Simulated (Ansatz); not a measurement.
A series of calculations on TaH3OClF3

**1. Relaxation**

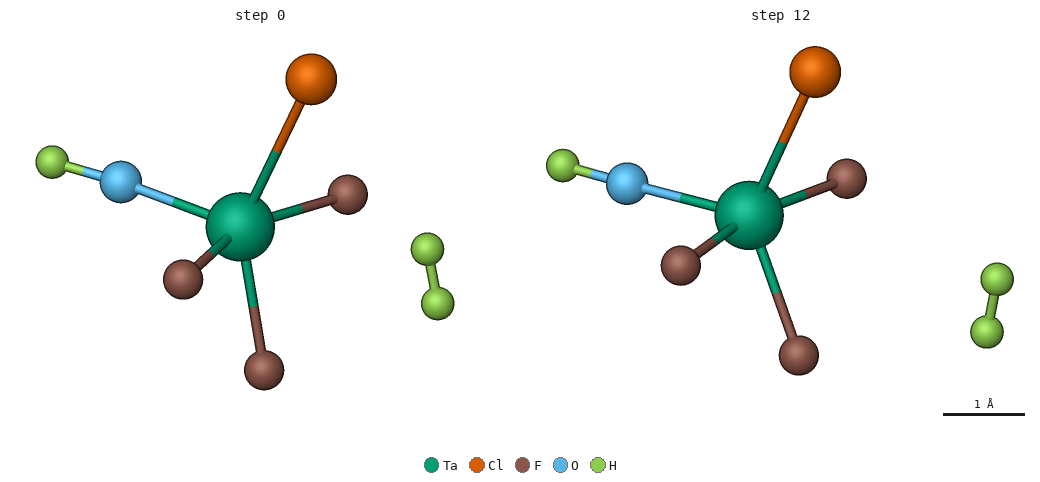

The structure of TaH3OClF3 before (left) and after (right) a relaxation, at one scale.

A ball-and-stick model, seen at a tilt.

The run prepares an end point of a later path (reaction) calculation, from a guessed geometry.

All numbers below come from RHF/def2-SVP in Ansatz 0.2.0. Set-up: no spin polarisation; force threshold 0.03 eV/Å; at most 50 steps.

### Summarise the run.

Over 11 accepted moves (12 points after the start) the energy falls by 16.2 kJ/mol. The largest force component goes from 1.2 to 0.023 eV/Å. The line search rejected the trial step at point 11 of the run. The forces were under the threshold at step 10, but the run went on from there. The largest move after the best rigid fit is that of an H atom, 0.77 Å. By element the largest moves are H 0.77 Å, F 0.36 Å, Cl 0.24 Å, Ta 0.20 Å, O 0.19 Å. Near-neighbour distances that change, for instance: H–Ta 2.848 → 3.718 Å, H–Ta 3.000 → 3.657 Å, Cl–Ta 2.433 → 2.331 Å, H–H 0.714 → 0.747 Å. Among the angles between lasting bonds that change: Cl–Ta–F 142.8° → 131.3°, F–Ta–F 156.5° → 166.3°, Ta–O–H 169.5° → 177.2°. Cost: 21 s on 2 threads of Intel(R) Xeon(R) 6975P-C (Granite Rapids) (shared host), peak memory 0.31 GiB.

Limits of the set-up: the start holds two separate molecules, 2.6 Å apart at their closest, whose relative position is a soft coordinate and is computed without a dispersion correction; Hartree-Fock leaves out electron correlation.

**2. Relaxation**

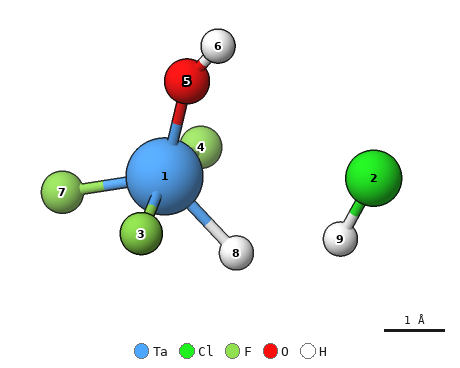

Starting structure of TaH₃OClF₃. Style: ball-and-stick. Shown at a tilt.

The run prepares an end point of a later path (reaction) calculation, from a guessed geometry.

Theory: RHF/def2-SVP (Ansatz).

Input file:
```yaml
crystal:
  periodic: [false, false, false]
  atoms:
    - { symbol: Ta, position_ang: [-0.607087, -0.497857, 0.204982] }
    - { symbol: Cl, position_ang: [2.852311, 0.667653, 0.618048] }
    - { symbol: F, position_ang: [-0.682777, -0.744283, 2.072409] }
    - { symbol: F, position_ang: [-0.203577, -0.681106, -1.626284] }
    - { symbol: O, position_ang: [-0.617014, 1.352812, 0.244236] }
    - { symbol: H, position_ang: [-0.243651, 2.208266, 0.383736] }
    - { symbol: F, position_ang: [-2.229308, -1.381166, -0.019124] }
    - { symbol: H, position_ang: [0.888528, -1.45622, 0.38476] }
    - { symbol: H, position_ang: [2.547975, -0.618899, 0.566438] }
basis:
  gaussian: { orbitals: def2-SVP }
hamiltonian:
  xc: hf
relax:
  f_tol: 0.03
  max_steps: 50
output:
  orbitals: {}
```

Run as
```bash
ansatz run input.yaml --threads 2 --pin off --max-ram 3072MiB --backend cpu --events-out ev --progress --plain --runs-dir out
```

What does the optimiser find from here?

Answer. H9 moves most after the best rigid fit: 0.88 Å. By element the largest moves are H 0.88 Å, Cl 0.53 Å, F 0.29 Å, Ta 0.21 Å, O 0.12 Å. Among the contacts that change: Cl2–H9 1.323 → 1.272 Å, Ta1–H8 1.785 → 1.745 Å, Ta1–F7 1.861 → 1.871 Å, Ta1–O5 1.851 → 1.843 Å. Among the angles between lasting bonds that change: Ta1–O5–H6 155.1° → 171.3°, O5–Ta1–H8 122.6° → 112.4°, O5–Ta1–F7 118.2° → 126.5°. The energy falls by 15.7 kJ/mol in 16 accepted moves (18 points after the start). The largest force component goes from 1.5 to 0.015 eV/Å. The line search rejected the trial steps at points 9, 11 of the run. Cost: 32 s on 2 threads of Intel(R) Xeon(R) 6975P-C (Granite Rapids), on a shared host, peak memory 0.29 GiB.

Step by step:

```json
{"step": "0", "E − E(0), kJ/mol": "0.00", "largest force component, eV/Å": "1.4772", "note": ""}
{"step": "1", "E − E(0), kJ/mol": "-7.77", "largest force component, eV/Å": "0.7499", "note": ""}
{"step": "2", "E − E(0), kJ/mol": "-9.07", "largest force component, eV/Å": "1.3101", "note": ""}
{"step": "3", "E − E(0), kJ/mol": "-13.14", "largest force component, eV/Å": "0.1514", "note": ""}
{"step": "4", "E − E(0), kJ/mol": "-13.48", "largest force component, eV/Å": "0.0770", "note": ""}
{"step": "5", "E − E(0), kJ/mol": "-13.77", "largest force component, eV/Å": "0.0983", "note": ""}
{"step": "6", "E − E(0), kJ/mol": "-13.83", "largest force component, eV/Å": "0.0835", "note": ""}
{"step": "7", "E − E(0), kJ/mol": "-14.10", "largest force component, eV/Å": "0.3843", "note": ""}
{"step": "8", "E − E(0), kJ/mol": "-14.25", "largest force component, eV/Å": "0.5468", "note": ""}
{"step": "9", "E − E(0), kJ/mol": "-8.98", "largest force component, eV/Å": "2.5579", "note": "rejected"}
{"step": "10", "E − E(0), kJ/mol": "-15.09", "largest force component, eV/Å": "0.1207", "note": ""}
{"step": "11", "E − E(0), kJ/mol": "-13.80", "largest force component, eV/Å": "1.4636", "note": "rejected"}
{"step": "12", "E − E(0), kJ/mol": "-15.21", "largest force component, eV/Å": "0.0830", "note": ""}
{"step": "13", "E − E(0), kJ/mol": "-15.42", "largest force component, eV/Å": "0.1594", "note": ""}
{"step": "14", "E − E(0), kJ/mol": "-15.47", "largest force component, eV/Å": "0.0972", "note": ""}
{"step": "15", "E − E(0), kJ/mol": "-15.57", "largest force component, eV/Å": "0.1598", "note": ""}
{"step": "16", "E − E(0), kJ/mol": "-15.62", "largest force component, eV/Å": "0.1071", "note": ""}
{"step": "17", "E − E(0), kJ/mol": "-15.68", "largest force component, eV/Å": "0.0261", "note": ""}
{"step": "18", "E − E(0), kJ/mol": "-15.70", "largest force component, eV/Å": "0.0150", "note": ""}
```

The structure at the end:

```xyz
9

Ta   -0.8107   -0.5235    0.1908
Cl    3.3723    0.7378    0.6962
F    -0.9591   -0.8226    2.0467
F    -0.4940   -0.7197   -1.6578
O    -0.5160    1.2936    0.2783
H    -0.5063    2.2355    0.3028
F    -2.4615   -1.3741   -0.0401
H     0.6628   -1.4446    0.3503
H     3.4179   -0.5332    0.6619
```

After the run, drawn alike:

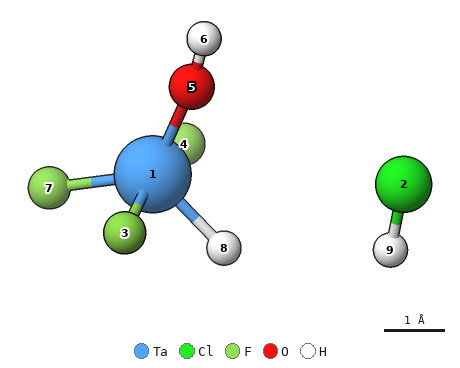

Limits of the set-up: Hartree-Fock leaves out electron correlation.

**3. Path**

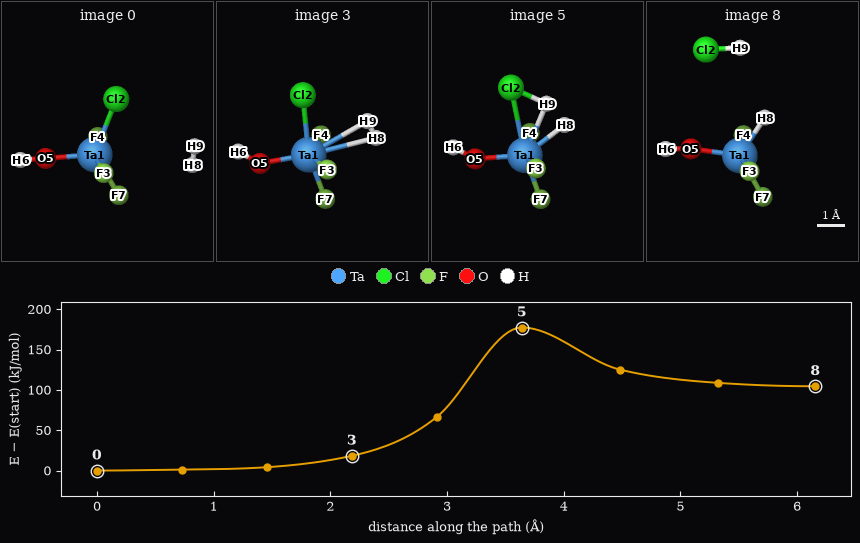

A search for the minimum-energy path of TaH₃OClF₃, made up at the start of TaHOClF$_{3}$ and H2 by the nudged elastic band. Images are numbered from 0 (start) to 8 (end). The picture is a ball-and-stick view, seen at a tilt.

Computed with Ansatz, RHF/def2-SVP. Settings: 7 movable images; climbing image; force threshold 0.05 eV/Å; iteration limit 60; starting path through a guess of the saddle point.

> Describe the mechanism and the energy profile.

Breaking: H8–H9 (0.75 → 1.09 at the top → 2.92 Å), Ta1–Cl2 (2.33 → 2.75 at the top → 4.40 Å). Forming: Cl2–H9 (3.50 → 1.48 at the top → 1.27 Å), Ta1–H8 (3.66 → 1.88 at the top → 1.75 Å). Forward barrier 177.3 kJ/mol, backward barrier 72.8 kJ/mol, with image 5 at the top; the reaction energy is +104.5 kJ/mol. The band converged in 22 iterations, with a climbing image at the top. At the top, the vibrational analysis gives one imaginary mode (1169i cm⁻¹), as a transition state must have.

Limits of the set-up: the start holds two separate molecules, 3.0 Å apart at their closest, whose relative position is a soft coordinate and is computed without a dispersion correction; Hartree-Fock leaves out electron correlation.

Cost: 3.9 min on 2 threads of Intel(R) Xeon(R) 6975P-C (Granite Rapids), on a shared host, peak memory 0.3 GiB.
